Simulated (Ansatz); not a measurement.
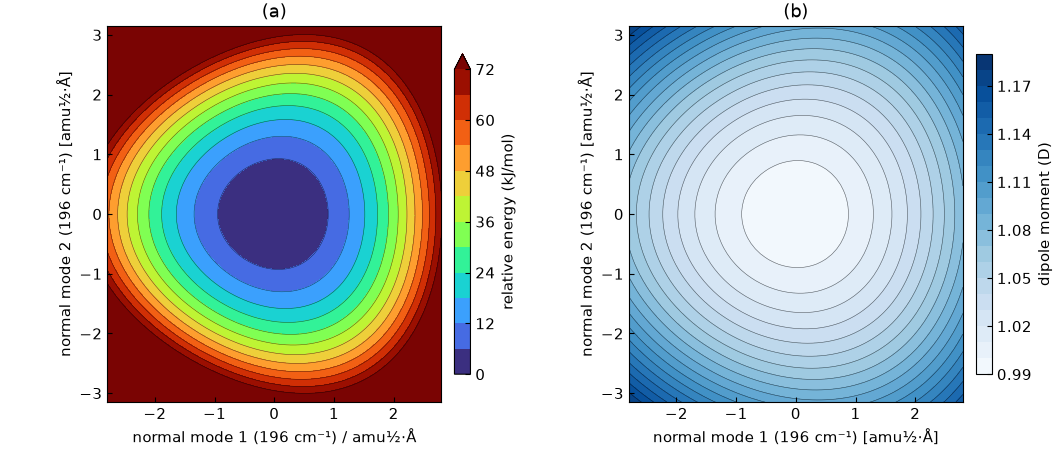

BrF3Si, SMILES F[Si](F)(F)Br. 
- The first coordinate is: normal mode 1 (196 cm⁻¹); the second: normal mode 2 (196 cm⁻¹).
- Nothing is relaxed (straight displacements along the two mass-weighted modes).
- The grid has 11 × 11 points.
- Points are written as (first, second).
- All energies are given in kJ/mol relative to the lowest grid point.
- Level of theory: RKS BHLYP-D4/def2-SVP in Ansatz.

Panel (a) is the energy; panel (b) is the computed dipole moment, in D.

Drawn: filled contours, one colour for all values above the top of the scale. Between grid points the surface is interpolated.

Question: How does the dipole moment vary over the map, and what is it at the lowest grid point?

Answer: Leaving out the highest fifth of the energies, it runs from 0.99 D at (0.00 amu½·Å, 0.00 amu½·Å) to 1.10 D at (−0.56 amu½·Å, −3.16 amu½·Å). At the lowest grid point, (0.00 amu½·Å, 0.00 amu½·Å), it is 0.99 D.
